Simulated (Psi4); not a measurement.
**Energy and gradient calculation, with input and output: CuH2O2 (charge −1) (part 1 of 2)**

System: CuH2O2, charge −1, multiplicity 3, SMILES [OH][Cu-][OH].
Method: TPSSh/def2-TZVP, UKS (Psi4 1.11).

The geometry is that of the parent species in another charge or spin state. The geometry comes from this level: GFN2-xTB.

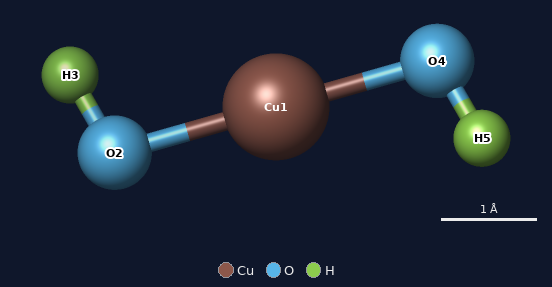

*The structure as given in the input (ball-and-stick view, seen at an oblique angle; atoms are numbered from 1 in the order of the input). Sticks mark near contacts.*

Results in brief

| quantity | value |
| --- | --- |
| outcome | converged |
| total energy | −1792.205922 hartree |
| basis functions | 119 |
| largest force | 1.046 eV/Å |
| ⟨S²⟩ | 2.005 |
| hardware | 1 thread of Intel Xeon (Granite Rapids), 176 GiB of memory available, shared host |
| wall time | 55 s |
| peak memory | 0.75 GiB |

Remarks

The record of the run, not the program, notes: unbound anion.

The input (job.py)
```python
import psi4

psi4.set_memory(1600000000)
psi4.set_num_threads(1)
psi4.core.set_output_file('run.log', False)

mol = psi4.geometry("""
-1 3
Cu    -0.000800    -0.001470     0.000570
O      0.031600    -0.008930     1.764910
H     -0.375500     0.827860     2.006460
O     -0.036230     0.006910    -1.764560
H      0.380930    -0.824370    -2.007390
symmetry c1
no_reorient
no_com
""")

psi4.set_options({
    'basis': 'def2-TZVP',
    'reference': 'uks',
    'puream': True,
    'e_convergence': 1e-09,
    'd_convergence': 1e-08,
    'scf_type': 'pk',
    'dft_radial_points': 99,
    'dft_spherical_points': 590,
    'maxiter': 200,
})

E, wfn = psi4.gradient("tpssh", return_wfn=True)
psi4.oeprop(wfn, "MAYER_INDICES", "LOWDIN_CHARGES", "QUADRUPOLE", title="TPSSH")
print('gradient / Eh bohr^-1')
print(E.np.round(6))
print(f'energy = {wfn.energy():.10f} Eh')
```

Command:
```bash
python job.py
```

What the program printed
```
gradient() will perform analytic gradient computation.

   => Loading Basis Set <=

    Name: DEF2-TZVP
    Role: ORBITAL
    Keyword: BASIS

         ---------------------------------------------------------
                                   SCF
                              UKS Reference
                        1 Threads,   1525 MiB Core
         ---------------------------------------------------------

  ==> Geometry <==

    Molecular point group: c1
    Full point group: C1

    Geometry (in Angstrom), charge = -1, multiplicity = 3:

       Center              X                  Y                   Z               Mass
    ------------   -----------------  -----------------  -----------------  -----------------
         CU          -0.000800000000    -0.001470000000     0.000570000000    62.929597720000
         O            0.031600000000    -0.008930000000     1.764910000000    15.994914619570
         H           -0.375500000000     0.827860000000     2.006460000000     1.007825032230
         O           -0.036230000000     0.006910000000    -1.764560000000    15.994914619570
         H            0.380930000000    -0.824370000000    -2.007390000000     1.007825032230

  Running in c1 symmetry.

  Rotational constants: A =     10.38558  B =      0.15634  C =      0.15403 [cm^-1]
  Rotational constants: A = 311351.91291  B =   4687.05338  C =   4617.57057 [MHz]
  Nuclear repulsion =  173.747220566689919

  Charge       = -1
  Multiplicity = 3
  Electrons    = 48
  Nalpha       = 25
  Nbeta        = 23

  ==> Algorithm <==

  SCF Algorithm Type is PK.
  DIIS enabled.
  MOM disabled.
  Fractional occupation disabled.
  Guess Type is SAD.
  Energy threshold   = 1.00e-09
  Density threshold  = 1.00e-08
  Integral threshold = 1.00e-12

  ==> Primary Basis <==

  Basis Set: DEF2-TZVP
    Blend: DEF2-TZVP
    Number of shells: 45
    Number of basis functions: 119
    Number of Cartesian functions: 136
    Spherical Harmonics?: true
    Max angular momentum: 3

  ==> DFT Potential <==

   => LibXC <=

    Version 7.1.2

   => Composite Functional: TPSSH <=

    TPSSh Hyb-GGA Exchange-Correlation Functional

    Deriv               =              1
    GGA                 =           TRUE
    Meta                =           TRUE

    Exchange Hybrid     =           TRUE
    MP2 Hybrid          =          FALSE

   => Exchange Functionals <=

    0.9000   Tao, Perdew, Staroverov & Scuseria

   => Exact (HF) Exchange <=

    0.1000               HF

   => Correlation Functionals <=

    1.0000   Tao, Perdew, Staroverov & Scuseria

   => LibXC Density Thresholds  <==

    XC_HYB_MGGA_XC_TPSSH:  1.00E-15

   => Molecular Quadrature <=

    Radial Scheme          =       TREUTLER
    Pruning Scheme         =           NONE
    Nuclear Scheme         =       TREUTLER

    Blocking Scheme        =         OCTREE
    BS radius alpha        =              1
    Pruning alpha          =              1
    Radial Points          =             99
    Spherical Points       =            590
    Total Points           =         281431
    Total Blocks           =           2122
    Max Points             =            256
    Max Functions          =            116
    Weights Tolerance      =       1.00E-15

  ==> Integral Setup <==

  Using in-core PK algorithm.
   Calculation information:
      Number of atoms:                   5
      Number of AO shells:              45
      Number of primitives:             88
      Number of atomic orbitals:       136
      Number of basis functions:       119

      Integral cutoff                 1.00e-12
      Number of threads:                 1

  Performing in-core PK
  Using 50986740 doubles for integral storage.
  We computed 452143 shell quartets total.
  Whereas there are 536130 unique shell quartets.

  ==> DiskJK: Disk-Based J/K Matrices <==

    J tasked:                  Yes
    K tasked:                  Yes
    wK tasked:                  No
    Memory [MiB]:             1029
    Schwarz Cutoff:          1E-12

  Cached 6.7% of DFT collocation blocks in 0.109 [GiB].

  Minimum eigenvalue in the overlap matrix is 2.7511022804E-03.
  Reciprocal condition number of the overlap matrix is 5.0695509152E-04.
    Using symmetric orthogonalization.

  ==> Pre-Iterations <==

  SCF Guess: Superposition of Atomic Densities via on-the-fly atomic UHF (no occupation information).

   -------------------------
    Irrep   Nso     Nmo
   -------------------------
     A        119     119
   -------------------------
    Total     119     119
   -------------------------

  ==> Iterations <==

                        Total Energy        Delta E     RMS |[F,P]|

   @UKS iter SAD: -1789.79875153288549   -1.78980e+03   0.00000e+00
   @UKS iter   1: -1788.41510498567550    1.38365e+00   3.76565e-02 DIIS/ADIIS
   @UKS iter   2: -1749.04623999956857    3.93689e+01   8.01143e-02 DIIS/ADIIS
   @UKS iter   3: -1791.56077338723321   -4.25145e+01   1.75751e-02 DIIS/ADIIS
   @UKS iter   4: -1791.66943137345311   -1.08658e-01   1.12669e-02 DIIS/ADIIS
   @UKS iter   5: -1792.18585962002362   -5.16428e-01   1.89892e-03 DIIS/ADIIS
   @UKS iter   6: -1792.19059391586438   -4.73430e-03   1.84078e-03 DIIS/ADIIS
   @UKS iter   7: -1792.20571211862512   -1.51182e-02   2.08329e-04 DIIS/ADIIS
   @UKS iter   8: -1792.20562039501510    9.17236e-05   2.25061e-04 DIIS/ADIIS
   @UKS iter   9: -1792.20591874462571   -2.98350e-04   2.04773e-05 DIIS
   @UKS iter  10: -1792.20592116490252   -2.42028e-06   1.11944e-05 DIIS
   @UKS iter  11: -1792.20592156431007   -3.99408e-07   1.97688e-06 DIIS
   @UKS iter  12: -1792.20592157772126   -1.34112e-08   2.60016e-07 DIIS
   @UKS iter  13: -1792.20592157815031   -4.29054e-10   1.97566e-07 DIIS
   @UKS iter  14: -1792.20592157836495   -2.14641e-10   3.25868e-08 DIIS
   @UKS iter  15: -1792.20592157838450   -1.95541e-11   2.16013e-08 DIIS
   @UKS iter  16: -1792.20592157838701   -2.50111e-12   5.46609e-09 DIIS
  Energy and wave function converged.

  ==> Post-Iterations <==

   Electrons on quadrature grid:
      Nalpha   =   24.9999999738 ; deviation = -2.620e-08
      Nbeta    =   23.0000000298 ; deviation = 2.983e-08
      Ntotal   =   48.0000000036 ; deviation = 3.623e-09

   @Spin Contamination Metric:   4.600337002E-03
   @S^2 Expected:                2.000000000E+00
   @S^2 Observed:                2.004600337E+00
   @S   Expected:                1.000000000E+00
   @S   Observed:                1.000000000E+00

    Orbital Energies [Eh]
    ---------------------

    Alpha Occupied:

       1A   -322.653656     2A    -38.553872     3A    -33.735487
       4A    -33.734004     5A    -33.712131     6A    -18.864497
       7A    -18.864398     8A     -4.162700     9A     -2.667821
      10A     -2.665270    11A     -2.621779    12A     -0.770150
      13A     -0.762007    14A     -0.284866    15A     -0.251383
      16A     -0.206741    17A     -0.202661    18A     -0.134925
      19A     -0.134713    20A     -0.128180    21A     -0.127108
      22A     -0.110498    23A     -0.085459    24A     -0.084811
      25A      0.101134

    Alpha Virtual:

      26A      0.189324    27A      0.247067    28A      0.280920
      29A      0.282378    30A      0.287335    31A      0.309471
      32A      0.317176    33A      0.372610    34A      0.377898
      35A      0.478756    36A      0.554964    37A      0.578797
      38A      0.599708    39A      0.659050    40A      0.660063
      41A      0.733951    42A      0.743798    43A      0.807565
      44A      0.817626    45A      0.966570    46A      0.972854
      47A      0.998732    48A      1.020466    49A      1.028025
      50A      1.038612    51A      1.420583    52A      1.455342
      53A      1.460536    54A      1.483415    55A      1.687536
      56A      1.694849    57A      1.747069    58A      1.831771
      59A      1.846008    60A      2.031126    61A      2.102702
      62A      2.121012    63A      2.187401    64A      2.237561
      65A      2.272031    66A      2.289795    67A      2.378124
      68A      2.411100    69A      2.476692    70A      2.523539
      71A      2.764679    72A      2.765840    73A      2.849037
      74A      2.921053    75A      2.979953    76A      3.103477
      77A      3.248994    78A      3.296576    79A      3.589367
      80A      3.761233    81A      3.765038    82A      3.775656
      83A      3.837784    84A      3.927247    85A      3.943853
      86A      4.132583    87A      5.309879    88A      5.322901
      89A      5.336380    90A      5.342682    91A      5.367824
      92A      5.383572    93A      5.403297    94A      5.528993
      95A      5.597353    96A      5.609320    97A      5.615852
      98A      5.698278    99A      5.839636   100A      5.852489
     101A      5.853577   102A      5.871866   103A      5.872583
     104A      5.879962   105A      5.979982   106A      6.368756
     107A      6.371158   108A      6.482250   109A      6.528309
     110A      6.531375   111A      6.606361   112A      6.624969
     113A      6.705782   114A      6.931038   115A      6.932223
     116A      7.253013   117A      7.257112   118A     43.527190
     119A     43.676485

    Beta Occupied:

       1A   -322.653381     2A    -38.537111     3A    -33.718864
       4A    -33.714036     5A    -33.706367     6A    -18.855226
       7A    -18.855126     8A     -4.125392     9A     -2.618620
      10A     -2.615189    11A     -2.606695    12A     -0.750095
      13A     -0.741563    14A     -0.275722    15A     -0.243985
      16A     -0.187556    17A     -0.130878    18A     -0.116935
      19A     -0.115855    20A     -0.115042    21A     -0.093107
      22A     -0.083160    23A     -0.064332

    Beta Virtual:
```
